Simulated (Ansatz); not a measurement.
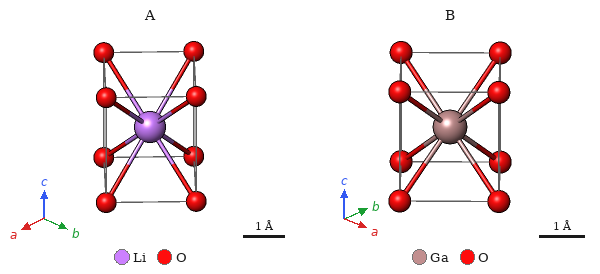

Coordination polyhedra in LiGaO₄ (P4/mmm). Shape measures S are computed against regular polyhedra or, for capped shapes, the nearer of the equal-edge and equal-bond forms. Origin: the end point of a relaxation with DFT PBE, scalar-relativistic, plane waves, PAW (Ansatz); the starting structure was generated, so it need not be a known form of this composition.

**Name each polyhedron.**

A. LiO8: a clearly distorted cube (coordination number 8, S = 2.10; next best hexagonal bipyramid, S = 10.3); mean bond 2.18 Å.
B. GaO8: a slightly distorted cube (coordination number 8, S = 0.78; next best hexagonal bipyramid, S = 9.1); mean bond 2.07 Å.
